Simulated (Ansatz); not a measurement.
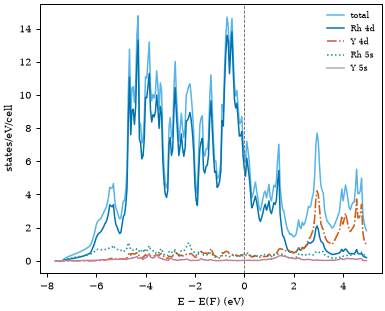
Figure. Total and projected density of states of YRh$_{5}$ in space group P6/mmm (No. 191; Rh on 2c, Y on 1a, Rh on 3g), r²SCAN in the plane-wave PAW code Ansatz

**Question.** Which orbitals carry the states next to the Fermi level?

**Answer.** Within 0.5 eV of the Fermi level: Rh 4d 89 %. Projections are on Löwdin-orthogonalised atomic valence shells; empty p or d shells of many metals are not among them.

**Question.** Where is the tallest occupied peak in this window, and what makes it?

**Answer.** Near -4.3 eV, about 15 states/eV per cell; the largest projected share is Rh 4d.

The workflow started from an entry of the Crystallography Open Database (COD). Its standing as an ambient phase is unchecked. Symmetry was held in the r²SCAN relaxation; its stability against distortions is not shown here. The run is not spin-polarised. Scalar-relativistic: spin–orbit coupling is off unless named, which matters more the heavier the elements.

Potentials: the later of the program's two PAW sets.
